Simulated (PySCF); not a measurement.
C2H7B, SMILES `CBC`.

Level of theory: PBE0/def2-TZVP (PySCF), at a geometry from GFN2-xTB. No frequency check shows the geometry to be a minimum. A basis without diffuse functions makes polarisabilities too small.

Coordinates in Å:

```
C1      -1.3587    0.1908   -0.0000
B2       0.0000   -0.6053   -0.0004
C3       1.3587    0.1908    0.0002
H4      -1.4224    0.8479   -0.8669
H5      -1.4226    0.8479    0.8669
H6      -2.2454   -0.4378    0.0005
H7      -0.0002   -1.7789    0.0009
H8       1.4226    0.8479   -0.8667
H9       2.2454   -0.4379   -0.0004
H10      1.4225    0.8479    0.8671
```

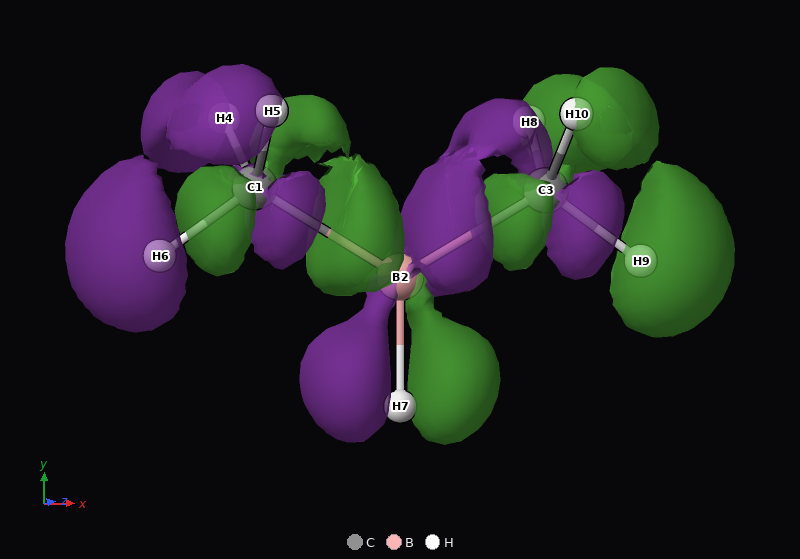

Change of the electron density in a uniform field of 0.21 V/Å, surfaces at ±0.002 e/Å³ (purple: gain, green: loss).

Along which Cartesian direction does the field point?

Answer. Along +x: electrons gather on the −x side, against the field.

What dipole is induced, and what polarisability does it imply?

Answer. The induced dipole is 0.45 D (along the field); α along this axis, from the fields in both directions, is 45 bohr³ (6.6 Å³).

Which atoms gain and lose the most charge?

Answer. Electrons gather most on H6 (Hirshfeld charge changes by −0.008 e) and leave H9 most (+0.008 e); 0.041 electrons are displaced in all.
